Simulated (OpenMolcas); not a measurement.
## CBr$_{2}$ClF (charge −1): energy and gradient calculation (part 2 of 2)

Continued. System: CBr$_{2}$ClF, charge −1, multiplicity 2. Method: B97-D (no dispersion term)/def2-SVP, UKS (OpenMolcas 26.06). The geometry is that of the parent species in another charge or spin state. The geometry comes from this level: PBE0-D4/def2-TZVP.

Geometry of the input (Å):
```
F  1.2194  -0.7086  0.2666
C  0.0747  -0.0675  0.0417
Cl -0.9434  -0.2121  1.4606
Br -0.7819  -0.8770  -1.4945
Br 0.4812  1.7915  -0.3159
```

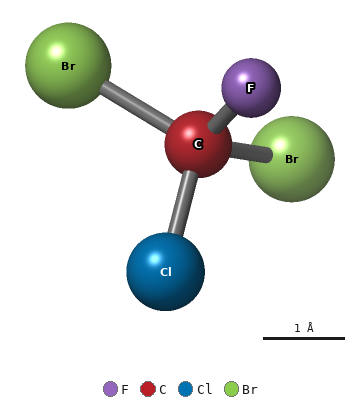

Figure 1. The structure as given in the input (ball-and-stick view, seen at a tilt).

### The program's output, continued
```
          Orbital            1         2         3         4         5         6         7         8         9        10
          Energy         -480.6308 -480.6307 -100.4297  -61.6882  -61.6882  -55.6671  -55.6671  -55.6641  -55.6641  -55.6640
          Occ. No.          1.0000    1.0000    1.0000    1.0000    1.0000    1.0000    1.0000    1.0000    1.0000    1.0000

          Orbital           11        12        13        14        15        16        17        18        19        20
          Energy          -55.6640  -24.1030   -9.8573   -9.0354   -8.2270   -8.2270   -6.8796   -6.8692   -6.8690   -6.1143
          Occ. No.          1.0000    1.0000    1.0000    1.0000    1.0000    1.0000    1.0000    1.0000    1.0000    1.0000

          Orbital           21        22        23        24        25        26        27        28        29        30
          Energy           -6.1143   -6.1039   -6.1039   -6.1036   -6.1036   -2.3203   -2.3202   -2.3175   -2.3175   -2.3173
          Occ. No.          1.0000    1.0000    1.0000    1.0000    1.0000    1.0000    1.0000    1.0000    1.0000    1.0000

          Orbital           31        32        33        34        35        36        37        38        39        40
          Energy           -2.3173   -2.3096   -2.3096   -2.3096   -2.3096   -0.9614   -0.6128   -0.5263   -0.4991   -0.3844
          Occ. No.          1.0000    1.0000    1.0000    1.0000    1.0000    1.0000    1.0000    1.0000    1.0000    1.0000

          Orbital           41        42        43        44        45        46        47        48        49        50
          Energy           -0.2809   -0.2634   -0.2626   -0.1547   -0.1490   -0.1070   -0.0870   -0.0712   -0.0548   -0.0444
          Occ. No.          1.0000    1.0000    1.0000    1.0000    1.0000    1.0000    1.0000    1.0000    1.0000    1.0000

          Orbital           51        52        53        54        55        56        57        58        59        60
          Energy           -0.0326    0.1281    0.1807    0.2101    0.2843    0.4300    0.5083    0.5364    0.5911    0.6036
          Occ. No.          1.0000    1.0000    0.0000    0.0000    0.0000    0.0000    0.0000    0.0000    0.0000    0.0000

          Orbital           61        62        63        64
          Energy            0.6192    0.6419    0.6512    0.6721
          Occ. No.          0.0000    0.0000    0.0000    0.0000

--

      All orbitals with orbital energies smaller than  E(LUMO)+0.5 are printed

++    Molecular orbitals:
      -------------------

      Title: UKS-DFT orbitals (beta)

      Molecular orbitals for symmetry species 1: a

          Orbital            1         2         3         4         5         6         7         8         9        10
          Energy         -480.6302 -480.6302 -100.4292  -61.6879  -61.6878  -55.6662  -55.6662  -55.6637  -55.6637  -55.6636
          Occ. No.          1.0000    1.0000    1.0000    1.0000    1.0000    1.0000    1.0000    1.0000    1.0000    1.0000

          Orbital           11        12        13        14        15        16        17        18        19        20
          Energy          -55.6636  -24.1030   -9.8500   -9.0352   -8.2265   -8.2265   -6.8786   -6.8688   -6.8687   -6.1134
          Occ. No.          1.0000    1.0000    1.0000    1.0000    1.0000    1.0000    1.0000    1.0000    1.0000    1.0000

          Orbital           21        22        23        24        25        26        27        28        29        30
          Energy           -6.1133   -6.1034   -6.1034   -6.1031   -6.1031   -2.3188   -2.3188   -2.3164   -2.3164   -2.3162
          Occ. No.          1.0000    1.0000    1.0000    1.0000    1.0000    1.0000    1.0000    1.0000    1.0000    1.0000

          Orbital           31        32        33        34        35        36        37        38        39        40
          Energy           -2.3162   -2.3090   -2.3089   -2.3089   -2.3089   -0.9607   -0.6034   -0.5159   -0.4903   -0.3803
          Occ. No.          1.0000    1.0000    1.0000    1.0000    1.0000    1.0000    1.0000    1.0000    1.0000    1.0000

          Orbital           41        42        43        44        45        46        47        48        49        50
          Energy           -0.2710   -0.2578   -0.2475   -0.1455   -0.1428   -0.1040   -0.0803   -0.0658   -0.0498   -0.0395
          Occ. No.          1.0000    1.0000    1.0000    1.0000    1.0000    1.0000    1.0000    1.0000    1.0000    1.0000

          Orbital           51        52        53        54        55        56        57        58        59        60
          Energy           -0.0271    0.1631    0.1984    0.2275    0.2949    0.4334    0.5118    0.5433    0.6005    0.6147
          Occ. No.          1.0000    0.0000    0.0000    0.0000    0.0000    0.0000    0.0000    0.0000    0.0000    0.0000

          Orbital           61        62        63
          Energy            0.6240    0.6509    0.6589
          Occ. No.          0.0000    0.0000    0.0000

--

++    Molecular charges:
      ------------------

      Mulliken charges per centre and basis function type
      ---------------------------------------------------

                            F1                      C2                      CL3                     BR4                     BR5
                     alpha        beta       alpha        beta       alpha        beta       alpha        beta       alpha        beta
      1s           1.9493      1.9493      1.7455      1.5479      2.9759      2.9746      3.9878      3.9823      3.9878      3.9823
      2px          0.7928      0.7950      0.4063      0.3427      1.8741      1.8627      2.9416      2.9074      2.9817      2.9563
      2pz          0.9435      0.9424      0.4462      0.3992      1.8204      1.7520      2.8738      2.7306      2.9667      2.9648
      2py          0.8994      0.9001      0.4566      0.4117      1.9698      1.9666      2.9734      2.9029      2.8403      2.6199
      3d2+         0.0011      0.0011      0.0114      0.0110      0.0017      0.0016      1.0017      1.0015      1.0170      1.0074
      3d1+         0.0008      0.0008      0.0122      0.0119      0.0105      0.0070      1.0112      1.0057      1.0011      1.0010
      3d0          0.0005      0.0005      0.0090      0.0093      0.0097      0.0043      1.0076      1.0050      1.0098      1.0028
      3d1-         0.0003      0.0003      0.0065      0.0065      0.0036      0.0021      1.0176      1.0046      1.0047      1.0040
      3d2-         0.0014      0.0013      0.0118      0.0125      0.0013      0.0012      1.0044      1.0021      1.0099      1.0037
      Total        4.5893      4.5908      3.1054      2.7527      8.6672      8.5722     17.8191     17.5421     17.8190     17.5422
      Total              9.1801                  5.8581                 17.2394                 35.3612                 35.3612

      Charge           -0.1801                  0.1419                 -0.2394                 -0.3612                 -0.3612

      Total electronic charge=  103.000000

      Total            charge=   -1.000000
--

++    Molecular orbitals:
      -------------------

      Title: Natural orbitals

      Molecular orbitals for symmetry species 1: a

          Orbital            1         2         3         4         5         6         7         8         9        10
          Energy         -480.6305 -480.6305 -100.4295  -61.6878  -61.6875  -55.6661  -55.6658  -55.6637  -55.6635  -55.6627
          Occ. No.          2.0000    2.0000    2.0000    2.0000    2.0000    2.0000    2.0000    2.0000    2.0000    2.0000

          Orbital           11        12        13        14        15        16        17        18        19        20
          Energy          -55.6618  -24.0960   -8.8298   -8.2110   -7.3769   -7.6615   -6.7722   -6.1181   -6.1285   -6.1385
          Occ. No.          2.0000    2.0000    2.0000    2.0000    2.0000    2.0000    2.0000    2.0000    2.0000    2.0000

          Orbital           21        22        23        24        25        26        27        28        29        30
          Energy           -6.1758   -7.6428   -8.2010   -6.1682   -6.0089   -2.1462   -2.2810   -2.3633   -2.3159   -2.3211
          Occ. No.          2.0000    2.0000    2.0000    2.0000    2.0000    2.0000    2.0000    2.0000    2.0000    2.0000

          Orbital           31        32        33        34        35        36        37        38        39        40
          Energy           -2.2011   -2.3029   -2.3003   -2.0584   -2.2681   -2.0472   -0.3479   -0.2119   -0.1764   -0.5665
          Occ. No.          2.0000    2.0000    2.0000    2.0000    2.0000    2.0000    2.0000    2.0000    2.0000    2.0000

          Orbital           41        42        43        44        45        46        47        48        49        50
          Energy           -0.1891   -0.2893   -0.1382   -0.2078   -0.2935   -0.2673   -0.4278   -0.2848   -0.1947   -0.2722
          Occ. No.          2.0000    2.0000    2.0000    2.0000    2.0000    2.0000    2.0000    2.0000    1.9999    1.9998

          Orbital           51        52        53        54        55        56        57        58        59        60
          Energy           -0.2867    0.1460    0.7459    0.5685    1.0228    0.3795    0.8126    1.1301    0.7220    0.7811
          Occ. No.          1.9995    1.0000    0.0005    0.0002    0.0001    0.0000    0.0000    0.0000    0.0000    0.0000

          Orbital           61        62        63        64        65        66        67        68        69        70
          Energy            0.8681    0.8661    0.8158    0.9329    1.0332    0.9844    1.0186    1.1073    1.3017    1.7375
          Occ. No.          0.0000    0.0000    0.0000    0.0000    0.0000    0.0000    0.0000    0.0000    0.0000    0.0000

          Orbital           71        72        73        74        75        76        77        78        79        80
          Energy            1.9494    1.4290    1.2999    1.2165    1.3836    2.2592    1.8746    1.9235    1.7963    1.8102
          Occ. No.          0.0000    0.0000    0.0000    0.0000    0.0000    0.0000    0.0000    0.0000    0.0000    0.0000

          Orbital           81        82        83        84        85        86        87        88        89        90
          Energy            1.3412    1.3560    1.8775    2.0141    2.6172    2.8866    2.2441    1.3792    1.7594    1.4468
          Occ. No.          0.0000    0.0000    0.0000    0.0000    0.0000    0.0000    0.0000    0.0000    0.0000    0.0000

          Orbital           91        92        93        94        95        96        97        98        99       100
          Energy            1.6906    2.4696    1.6882    1.4552    1.8681    2.4224    2.1286    2.3314    1.7155    2.4919
          Occ. No.          0.0000    0.0000    0.0000    0.0000    0.0000    0.0000    0.0000    0.0000    0.0000    0.0000

          Orbital          101       102       103       104       105       106
          Energy            2.3961    1.4385    1.7591    2.2206    1.6769    3.0380
          Occ. No.          0.0000    0.0000    0.0000    0.0000    0.0000    0.0000

--

++    Molecular properties:
      ---------------------

      Charge (e):
                      =   -1.0000
      Dipole Moment (debye):
      Origin of the operator (angstrom)=   -0.1459    0.2256   -0.3853
                   X=  2.6186E-01               Y= -1.4106E-01               Z=  3.8741E-02           Total=  2.9995E-01
      Center of Charge (angstrom)
                     X=   -0.20043710               Y=    0.25493036               Z=   -0.39337107
      Quadrupole Moment (debye*angstrom):
      Origin of the operator (angstrom)=   -0.1459    0.2256   -0.3853
                  XX= -6.4980E+01              XY= -3.5887E+00              XZ= -3.9343E-01              YY= -7.0396E+01
                  YZ= -1.8885E+00              ZZ= -6.8232E+01
      In traceless form (debye*angstrom)
                  XX=  4.3341E+00              XY= -5.3831E+00              XZ= -5.9014E-01              YY= -3.7899E+00
                  YZ= -2.8327E+00              ZZ= -5.4425E-01
--

--- Stop Module: scf /rc=_RC_ALL_IS_WELL_ ---
--- Module scf spent 15 seconds ---

--- Start Module: alaska ---

                                              &ALASKA

                       available to each process: 1.9 GB of memory, 1 thread

                     Threshold for contributions to the gradient: 1.000E-07

                    ********************************************
                    * Symmetry Adapted Cartesian Displacements *
                    ********************************************

           Irreducible representation : a
           Basis function(s) of irrep: x, y, xy, Rz, z, xz, Ry, yz, Rx, I

 Basis Label        Type   Center Phase
   1   F1           x         1     1
   2   F1           y         1     1
   3   F1           z         1     1
   4   C2           x         2     1
   5   C2           y         2     1
   6   C2           z         2     1
   7   CL3          x         3     1
   8   CL3          y         3     1
   9   CL3          z         3     1
  10   BR4          x         4     1
  11   BR4          y         4     1
  12   BR4          z         4     1
  13   BR5          x         5     1
  14   BR5          y         5     1
  15   BR5          z         5     1

                     No automatic utilization of translational and rotational invariance of the energy is employed.

 ###############################################################################
 ###    WARNING:  Find_Functional: Dispersion corrections are                ###
 ###    not implemented!                                                     ###
 ###############################################################################
          Functional=GGA_XC_B97_D

 DFT contribution computed for a moving grid.

 Conventional ERI gradients!

 **************************************************
 *              Molecular gradients               *
 **************************************************

  Irreducible representation: a
 ------------------------------------------------------------------------------------------
                              X                       Y                       Z
 ------------------------------------------------------------------------------------------
  F1               -2.68417922096376E-02    1.69220599679640E-02   -9.53099854923423E-03
  C2               -1.30607574316282E-02    1.24539564683304E-02   -1.42518045344624E-02
  CL3               3.00170447213439E-02    9.99641467446200E-03   -5.47924526952386E-02
  BR4               3.52092397043648E-02    4.42556412971982E-02    6.75267760825378E-02
  BR5              -2.53237347846458E-02   -8.36280724079685E-02    1.10484796964685E-02
 ------------------------------------------------------------------------------------------

--- Stop Module: alaska /rc=_RC_ALL_IS_WELL_ ---
--- Module alaska spent 6 seconds ---

.##################.
.# Happy landing! #.
.##################.

    Timing: Wall=26.64 User=22.99 System=3.64
```

### Key numbers

| quantity | value |
| --- | --- |
| outcome | converged |
| total energy | −5748.121113 hartree |
| basis functions | 110 |
| largest force | 4.529 eV/Å |
| ⟨S²⟩ | 0.752 |
| wall time | 27 s |
| peak memory | 0.65 GiB |
